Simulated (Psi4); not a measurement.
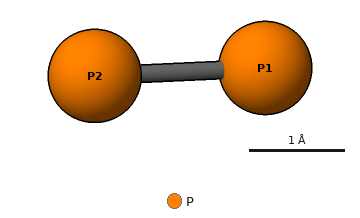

**Figure 1.** The structure as given in the input (ball-and-stick view, seen at a tilt; atoms are numbered from 1 in the order of the input).

# P2 (charge −1): single-point calculation (part 1 of 2)

System: P2 (diphosphorus), charge −1, multiplicity 2.
Method: CCSD(T)/def2-TZVPPD, UHF (Psi4 1.11).

The geometry is that of the parent species in another charge or spin state.

Input (input.dat)
```
memory 1.6 GB

molecule m {
  -1 2
  P
  P 1 1.8934
  symmetry c1
  no_reorient
  no_com
}

set globals {
  basis           def2-TZVPPD
  reference       uhf
  puream          true
  e_convergence   1e-09
  d_convergence   1e-08
  scf_type        pk
  num_frozen_docc 10
  maxiter         200
}

energy('ccsd(t)')
```

Run as:
```bash
psi4 -i input.dat -o output.dat -n 1
```

The program's output
```
Psi4 1.11 release

   => Loading Basis Set <=

    Name: DEF2-TZVPPD
    Role: ORBITAL
    Keyword: BASIS

         ---------------------------------------------------------
                                   SCF
                              UHF Reference
                        1 Threads,   1525 MiB Core
         ---------------------------------------------------------

  ==> Geometry <==

    Molecular point group: c1
    Full point group: D_inf_h

    Geometry (in Angstrom), charge = -1, multiplicity = 2:

       Center              X                  Y                   Z               Mass
    ------------   -----------------  -----------------  -----------------  -----------------
         P            0.000000000000     0.000000000000    -0.946700000000    30.973761998420
         P            0.000000000000     0.000000000000     0.946700000000    30.973761998420

  Running in c1 symmetry.

  Rotational constants: A = ************  B =      0.30363  C =      0.30363 [cm^-1]
  Rotational constants: A = ************  B =   9102.66359  C =   9102.66359 [MHz]
  Nuclear repulsion =   62.884162036944126

  Charge       = -1
  Multiplicity = 2
  Electrons    = 31
  Nalpha       = 16
  Nbeta        = 15

  ==> Algorithm <==

  SCF Algorithm Type is PK.
  DIIS enabled.
  MOM disabled.
  Fractional occupation disabled.
  Guess Type is SAD.
  Energy threshold   = 1.00e-09
  Density threshold  = 1.00e-08
  Integral threshold = 1.00e-12

  ==> Primary Basis <==

  Basis Set: DEF2-TZVPPD
    Blend: DEF2-TZVPPD
    Number of shells: 32
    Number of basis functions: 96
    Number of Cartesian functions: 110
    Spherical Harmonics?: true
    Max angular momentum: 3

  ==> Integral Setup <==

  Using in-core PK algorithm.
   Calculation information:
      Number of atoms:                   2
      Number of AO shells:              32
      Number of primitives:             58
      Number of atomic orbitals:       110
      Number of basis functions:        96

      Integral cutoff                 1.00e-12
      Number of threads:                 1

  Performing in-core PK
  Using 21682992 doubles for integral storage.
  We computed 133562 shell quartets total.
  Whereas there are 139656 unique shell quartets.

  ==> DiskJK: Disk-Based J/K Matrices <==

    J tasked:                  Yes
    K tasked:                  Yes
    wK tasked:                  No
    Memory [MiB]:             1144
    Schwarz Cutoff:          1E-12

  Minimum eigenvalue in the overlap matrix is 4.5879460281E-04.
  Reciprocal condition number of the overlap matrix is 9.4018560227E-05.
    Using symmetric orthogonalization.

  ==> Pre-Iterations <==

  SCF Guess: Superposition of Atomic Densities via on-the-fly atomic UHF (no occupation information).

   -------------------------
    Irrep   Nso     Nmo
   -------------------------
     A         96      96
   -------------------------
    Total      96      96
   -------------------------

  ==> Iterations <==

                        Total Energy        Delta E     RMS |[F,P]|

   @UHF iter SAD:  -680.84912287439158   -6.80849e+02   0.00000e+00
   @UHF iter   1:  -681.43130391227430   -5.82181e-01   3.48249e-03 ADIIS/DIIS
   @UHF iter   2:  -681.47764671757216   -4.63428e-02   1.37795e-03 ADIIS/DIIS
   @UHF iter   3:  -681.48454752111331   -6.90080e-03   2.59316e-04 ADIIS/DIIS
   @UHF iter   4:  -681.48533562975229   -7.88109e-04   1.04910e-04 ADIIS/DIIS
   @UHF iter   5:  -681.48554591804736   -2.10288e-04   3.26908e-05 DIIS
   @UHF iter   6:  -681.48556871518667   -2.27971e-05   9.90054e-06 DIIS
   @UHF iter   7:  -681.48557070083666   -1.98565e-06   2.61119e-06 DIIS
   @UHF iter   8:  -681.48557083982382   -1.38987e-07   6.64251e-07 DIIS
   @UHF iter   9:  -681.48557085034679   -1.05230e-08   1.91048e-07 DIIS
   @UHF iter  10:  -681.48557085125799   -9.11200e-10   5.73761e-08 DIIS
   @UHF iter  11:  -681.48557085134030   -8.23093e-11   1.34147e-08 DIIS
   @UHF iter  12:  -681.48557085134394   -3.63798e-12   2.68920e-09 DIIS
  Energy and wave function converged.

  ==> Post-Iterations <==

   @Spin Contamination Metric:   3.279742088E-02
   @S^2 Expected:                7.500000000E-01
   @S^2 Observed:                7.827974209E-01
   @S   Expected:                5.000000000E-01
   @S   Observed:                5.000000000E-01

    Orbital Energies [Eh]
    ---------------------

    Alpha Occupied:

       1A    -79.708481     2A    -79.708471     3A     -7.255572
       4A     -7.254921     5A     -5.153387     6A     -5.153185
       7A     -5.148231     8A     -5.146950     9A     -5.146694
      10A     -5.145842    11A     -0.666077    12A     -0.396908
      13A     -0.190302    14A     -0.177444    15A     -0.138686
      16A     -0.031015

    Alpha Virtual:

      17A      0.230194    18A      0.238386    19A      0.281113
      20A      0.345654    21A      0.357740    22A      0.358302
      23A      0.392324    24A      0.396137    25A      0.402735
      26A      0.405699    27A      0.410286    28A      0.434777
      29A      0.435078    30A      0.491020    31A      0.553511
      32A      0.553906    33A      0.652199    34A      0.718227
      35A      0.722000    36A      0.737534    37A      0.737645
      38A      0.741729    39A      0.769282    40A      0.777401
      41A      0.823486    42A      0.858915    43A      0.859360
      44A      1.002963    45A      1.011340    46A      1.020727
      47A      1.124035    48A      1.307580    49A      1.639320
      50A      1.670481    51A      1.670693    52A      1.688710
      53A      1.695679    54A      1.749129    55A      1.749131
      56A      1.808857    57A      1.808876    58A      1.828166
      59A      1.831022    60A      1.845420    61A      1.845472
      62A      1.883606    63A      1.883608    64A      1.945982
      65A      1.947676    66A      1.949258    67A      1.998365
      68A      2.074276    69A      2.077924    70A      2.141966
      71A      2.143052    72A      2.175251    73A      2.175337
      74A      2.285091    75A      2.690347    76A      2.696788
      77A      2.741792    78A      2.908691    79A      6.359139
      80A      6.425841    81A      6.431841    82A      6.432030
      83A      6.432625    84A      6.464196    85A      6.464236
      86A      6.534051    87A      6.540439    88A      6.880906
      89A      8.070470    90A      8.071265    91A      8.263870
      92A      8.265164    93A      8.338896    94A      8.596724
      95A     14.059858    96A     15.664594

    Beta Occupied:

       1A    -79.704704     2A    -79.704695     3A     -7.251675
       4A     -7.250984     5A     -5.146564     6A     -5.144957
       7A     -5.144699     8A     -5.144141     9A     -5.136640
      10A     -5.136381    11A     -0.646590    12A     -0.339534
      13A     -0.158226    14A     -0.135417    15A     -0.111254

    Beta Virtual:

      16A      0.237878    17A      0.241583    18A      0.265386
      19A      0.282576    20A      0.348168    21A      0.363343
      22A      0.364518    23A      0.403675    24A      0.411251
      25A      0.413676    26A      0.415384    27A      0.429683
      28A      0.446583    29A      0.447192    30A      0.502455
      31A      0.554214    32A      0.567826    33A      0.655153
      34A      0.723559    35A      0.743444    36A      0.755744
      37A      0.756190    38A      0.767029    39A      0.780337
      40A      0.799643    41A      0.832385    42A      0.892979
      43A      0.893376    44A      1.013153    45A      1.030506
      46A      1.034291    47A      1.135326    48A      1.313708
      49A      1.643882    50A      1.682521    51A      1.683836
      52A      1.689485    53A      1.704661    54A      1.767613
      55A      1.767716    56A      1.821899    57A      1.822507
      58A      1.829210    59A      1.847880    60A      1.858019
      61A      1.858479    62A      1.905482    63A      1.905497
      64A      1.952639    65A      1.953829    66A      1.977439
      67A      2.000952    68A      2.074788    69A      2.093228
      70A      2.145266    71A      2.167121    72A      2.188769
      73A      2.189109    74A      2.292671    75A      2.691334
      76A      2.712046    77A      2.744184    78A      2.912863
      79A      6.360245    80A      6.426035    81A      6.435628
      82A      6.435795    83A      6.436104    84A      6.468171
      85A      6.468238    86A      6.534495    87A      6.544583
      88A      6.883421    89A      8.072336    90A      8.086852
      91A      8.265712    92A      8.280236    93A      8.340909
      94A      8.598328    95A     14.065237    96A     15.669540

    Final Occupation by Irrep:
              A
    DOCC [    15 ]
    SOCC [     1 ]
    NA   [    16 ]
    NB   [    15 ]

  @UHF Final Energy:  -681.48557085134394

   => Energetics <=

    Nuclear Repulsion Energy =             62.8841620369441259
    One-Electron Energy =               -1076.1608402823217148
    Two-Electron Energy =                 331.7911073940335882
    Total Energy =                       -681.4855708513440504

  UHF NO Occupations:
  HONO-2 :   14  A 1.9970663
  HONO-1 :   15  A 1.9894279
  HONO-0 :   16  A 1.0000000
  LUNO+0 :   17  A 0.0105721
  LUNO+1 :   18  A 0.0029337
  LUNO+2 :   19  A 0.0027665
  LUNO+3 :   20  A 0.0000974

Computation Completed

Properties will be evaluated at   0.000000,   0.000000,   0.000000 [a0]

Properties computed using the SCF density matrix

 Multipole Moments:

 ------------------------------------------------------------------------------------
     Multipole            Electronic (a.u.)      Nuclear  (a.u.)        Total (a.u.)
 ------------------------------------------------------------------------------------

 L = 1.  Multiply by 2.5417464519 to convert [e a0] to [Debye]
 Dipole X            :         -0.0000000            0.0000000           -0.0000000
 Dipole Y            :          0.0000000            0.0000000            0.0000000
 Dipole Z            :         -0.0000000            0.0000000           -0.0000000
 Magnitude           :                                                    0.0000000

 ------------------------------------------------------------------------------------

	total time  =          4 seconds =       0.07 minutes
 MINTS: Wrapper to libmints.

   Calculation information:
      Number of threads:                 1
      Number of atoms:                   2
      Number of AO shells:              32
      Number of SO shells:              32
      Number of primitives:             58
      Number of atomic orbitals:       110
      Number of basis functions:        96

      Number of irreps:                  1
      Integral cutoff                 1.00e-12
      Number of functions per irrep: [  96 ]

 OEINTS: Overlap, kinetic, potential, dipole, and quadrupole integrals
         stored in file 35.

      Computing two-electron integrals...done
      Computed 2147408 non-zero two-electron integrals.
        Stored in file 33.

	Wfn Parameters:
	--------------------
	Wavefunction         = CCSD_T
	Number of irreps     = 1
	Number of MOs        = 96
	Number of active MOs = 86
	AO-Basis             = NONE
	Semicanonical        = false
	Reference            = UHF
	Print Level          = 1
```
